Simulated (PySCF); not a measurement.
C10H8O2, SMILES c1ccc(cc1)Oc1ccco1, singlet at its GFN2-xTB optimised geometry (Å):

```
20

C     -2.2806    -2.5938     0.0000
C     -0.8986    -2.5938     0.0000
C     -0.1835    -1.4065     0.0000
C     -0.8688    -0.1987     0.0000
O     -0.3124     1.0571     0.0000
C      0.9943     1.3503     0.0001
C      1.5206     2.6122     0.0000
C      2.9268     2.4390     0.0002
C      3.1490     1.1020     0.0003
O      1.9721     0.4258     0.0003
C     -2.2648    -0.1969     0.0000
C     -2.9621    -1.3863     0.0000
H     -2.8250    -3.5258     0.0000
H     -0.3581    -3.5289     0.0000
H      0.8925    -1.4364     0.0000
H      0.9711     3.5289    -0.0001
H      3.6651     3.2138     0.0002
H      4.0418     0.5111     0.0005
H     -2.7757     0.7531     0.0000
H     -4.0418    -1.3722     0.0000
```

Calculation: PBE/def2-SVP run with PySCF 2.14.0. Cells within 0.4 Å of a nucleus heavier than hydrogen are left out (blank, or x).

Map of the electrostatic potential (hartree/e), clipped to [-0.08, 0.12] on the plane z = 0.0 Å:

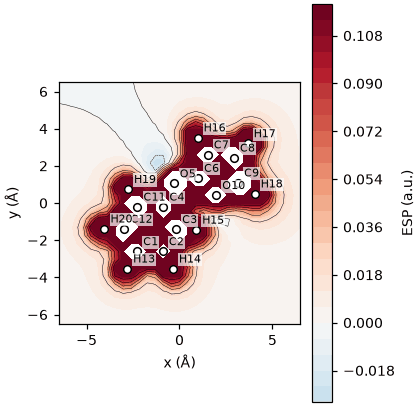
*Electrostatic potential (hartree/e), clipped to [-0.08, 0.12] on the plane z = 0.0 Å.*
